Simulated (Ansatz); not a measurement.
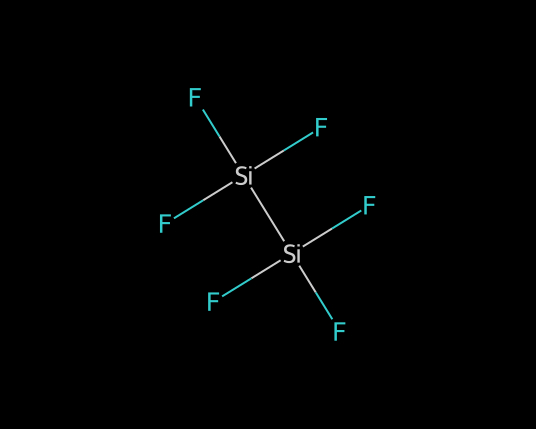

Structural formula above. Computed geometry: PBE-D4/def2-SVP optimisation. No frequency run is at hand to confirm it as a minimum.

Describe the 3D structure.

Formula Si2F6. SMILES: `F[Si](F)(F)[Si](F)(F)F`. It has no ring. This geometry has D3d symmetry. Coordination: 2 Si tetrahedral.

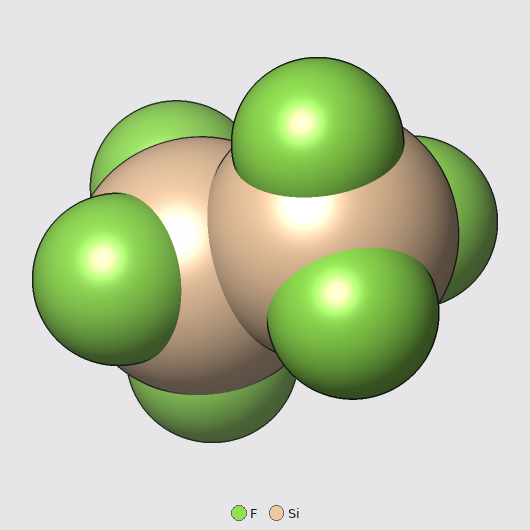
